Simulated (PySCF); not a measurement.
# C2H4FNO (SMILES N/C=C(\O)F) at 6 levels

We compute a comparison of 6 runs (HF/STO-3G, HF/def2-SVP, PBE/cc-pVDZ, PBE0/def2-SVP, BP86/cc-pVTZ, CCSD/6-31+G*) of C2H4FNO. 

The results are computed with PySCF 2.14.0.

1 further run of the same task is left out (set aside as unsound or not needed).

**1. The system as given**

The species is C2H4FNO (9 atoms), meant as a singlet with charge 0. SMILES: `N/C=C(\O)F`. The shape is that of a PBE0-D4/def2-TZVP optimisation. This is one conformer, not always the lowest.

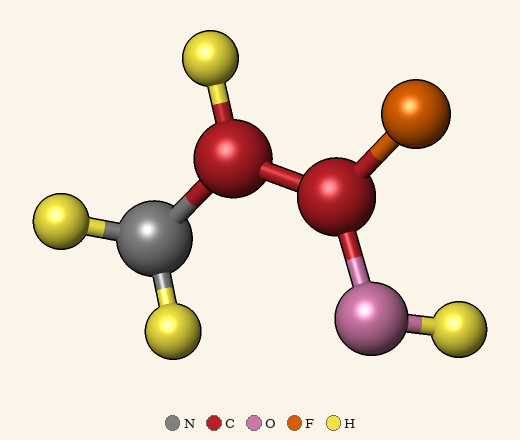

Viewed from a chosen angle; nitrogen grey, carbon red, oxygen pink, fluorine orange, hydrogen yellow.

**2. Energy and forces at HF/STO-3G (run 1)**

input.xyz reads:

```xyz
9
C2H4FNO
N     -0.396100     0.066200    -1.453200
C      0.563000    -0.187600    -0.466800
C      0.329700    -0.119000     0.835000
O     -0.795100     0.366700     1.391400
F      1.243900    -0.510700     1.737600
H     -1.222100     0.510100    -1.077100
H     -0.032200     0.614300    -2.219200
H      1.536700    -0.521700    -0.798800
H     -1.139400    -0.264700     2.033900
```

calc.py reads:

```python
from pyscf import gto

mol = gto.Mole()
mol.atom = 'input.xyz'
mol.basis = 'sto-3g'
mol.spin = 0
mol.verbose = 4
mol.max_memory = 1860
mol.charge = 0
mol.build()

mf = mol.RHF()
mf.conv_tol = 1e-10
mf.kernel()
if not mf.converged:
    mf = mf.newton().run(mf.mo_coeff, mf.mo_occ)

energy = mf.e_tot
print('E(%s) = %.9f' % ('HF', energy))
grad = mf.nuc_grad_method().kernel()
mf.analyze()
```

Command:

```
$ OMP_NUM_THREADS=1 python calc.py
```

The program printed:

```text
PySCF version 2.14.0

[... 63 lines left out ...]
converged SCF energy = -302.688831638225
[... 21 lines left out ...]
MO #1   energy= -25.952289557966   occ= 2
[... 6 lines left out ...]
MO #8   energy= -1.14596335764326  occ= 2
[... 6 lines left out ...]
MO #15  energy= -0.516992681933922 occ= 2
[... 6 lines left out ...]
MO #22  energy= 0.540258261959229  occ= 0
[... 6 lines left out ...]
MO #29  energy= 1.02834792284017   occ= 0
[... 41 lines left out ...]
Dipole moment(X, Y, Z, Debye): -0.35929,  0.32743, -0.03995
```

It took 1.8 s on 1 thread of Intel Xeon at 2.70GHz, shared host; peak memory 0.12 GiB.

**3. Energy and gradient at HF/def2-SVP (run 2)**

start.xyz reads:

```xyz
9

N     -0.396100     0.066200    -1.453200
C      0.563000    -0.187600    -0.466800
C      0.329700    -0.119000     0.835000
O     -0.795100     0.366700     1.391400
F      1.243900    -0.510700     1.737600
H     -1.222100     0.510100    -1.077100
H     -0.032200     0.614300    -2.219200
H      1.536700    -0.521700    -0.798800
H     -1.139400    -0.264700     2.033900
```

job.py reads:

```python
import pyscf.grad
from pyscf import gto

mol = gto.M(
    atom='start.xyz',
    spin=0,
    basis='def2-svp',
    verbose=4,
    max_memory=1860,
    charge=0,
)

hf = mol.RHF()
hf.conv_tol = 1e-10
hf.kernel()
if not hf.converged:
    hf = hf.newton().run(hf.mo_coeff, hf.mo_occ)

etot = hf.e_tot
print(f'total energy: {etot:.8f} hartree')
grad = hf.Gradients().kernel()
dip = hf.dip_moment()
pop, q = hf.mulliken_pop()
```

Command:

```
$ OMP_NUM_THREADS=1 python job.py
```

The program printed:

```text
PySCF version 2.14.0

[... 67 lines left out ...]
converged SCF energy = -306.539439052503
total energy: -306.53943905 hartree
[... 11 lines left out ...]
Dipole moment(X, Y, Z, Debye): -0.89737,  0.31167, -0.55586
[... 100 lines left out ...]
charge of    8H =      0.21940
```

Run time: 11 s. Hardware: 1 thread of Intel Xeon at 2.70GHz, shared host; peak memory 0.18 GiB.

Runs 3 to 5 aren't shown in full; the table further down has their settings and results.

**4. The energy at CCSD/6-31+G(d) (spherical functions) (run 6)**

job.py reads:

```python
# NC=C(O)F
from pyscf import gto, cc

mol = gto.M(
    atom=[
    ('N', (-0.396100, 0.066200, -1.453200)),
    ('C', (0.563000, -0.187600, -0.466800)),
    ('C', (0.329700, -0.119000, 0.835000)),
    ('O', (-0.795100, 0.366700, 1.391400)),
    ('F', (1.243900, -0.510700, 1.737600)),
    ('H', (-1.222100, 0.510100, -1.077100)),
    ('H', (-0.032200, 0.614300, -2.219200)),
    ('H', (1.536700, -0.521700, -0.798800)),
    ('H', (-1.139400, -0.264700, 2.033900)),
],
    verbose=4,
    max_memory=1860,
    basis='6-31+g*',
)

mf = mol.RHF()
mf.conv_tol = 1e-10
mf.kernel()
if not mf.converged:
    mf = mf.newton().run(mf.mo_coeff, mf.mo_occ)

mycc = cc.CCSD(mf, frozen=5)
mycc.kernel()
e_final = mycc.e_tot
print('Final energy', e_final)
mf.analyze()
```

Command:

```
$ OMP_NUM_THREADS=1 python job.py
```

The program printed:

```text
PySCF version 2.14.0

[... 106 lines left out ...]
MO #3   energy= -15.569855172671   occ= 2
[... 18 lines left out ...]
MO #22  energy= 0.0811692804870918 occ= 0
[... 18 lines left out ...]
MO #41  energy= 0.425594570711584  occ= 0
[... 18 lines left out ...]
MO #60  energy= 1.27692820523317   occ= 0
[... 18 lines left out ...]
MO #79  energy= 2.11701136582637   occ= 0
[... 18 lines left out ...]
MO #98  energy= 3.652345140838     occ= 0
[... 110 lines left out ...]
Dipole moment(X, Y, Z, Debye): -0.78366,  0.30062, -0.54370
```

It took 29 s on 1 thread of Intel Xeon at 2.70GHz, shared host; peak memory 0.72 GiB.

**5. All runs side by side**

```
run                               level  integration grid      task  energy (Eh)  dipole moment (D) of the reference  HOMO energy (eV)  LUMO energy (eV)  wall time
  1                           HF/STO-3G                 –  gradient  -302.688832                                0.49             -6.21              9.18      1.8 s
  2                         HF/def2-SVP                 –  gradient  -306.539439                                1.10             -8.55              4.64       11 s
  3                         PBE/cc-pVDZ                 5  gradient  -308.082218                                1.14             -4.04              0.53       40 s
  4                       PBE0/def2-SVP                 5  gradient  -307.845629                                1.14             -5.50              1.46       36 s
  5                        BP86/cc-pVTZ                 5  gradient  -308.526928                                1.09             -4.50              0.10    3.4 min
  6  CCSD/6-31+G* (spherical functions)                 –    energy  -307.573207                                1.00             -8.65              1.84       29 s
```

**6. What came out**

| quantity | value |
| --- | --- |
| run 6: total energy | -307.57321 Eh |
| run 6: dipole moment (Hartree–Fock density) | 1.00 D |
| run 6: HOMO energy (Hartree–Fock orbitals) | -8.65 eV |
| run 6: LUMO energy (Hartree–Fock orbitals) | 1.84 eV |
| run 6: HOMO–LUMO gap (Hartree–Fock orbitals) | 10.49 eV |
| run 6: correlation energy (5 core orbitals frozen) | -796.5 mEh |
| run 6: T1 diagnostic | 0.014 |

**Reading.** Over runs 1, 2, 3, 4, 5 the dipole moment (its size) runs from 0.49 D (HF/STO-3G) to 1.14 D (PBE0/def2-SVP). The two ends differ in method and basis. Over runs 1, 2, 3, 4, 5 the HOMO–LUMO gap runs from 4.57 eV (PBE/cc-pVDZ) to 15.39 eV (HF/STO-3G). Totals of different functionals can't be ranked against each other. In run 1 the basis is minimal, so the values are rough. All runs together took 5.4 min, the longest 3.4 min.
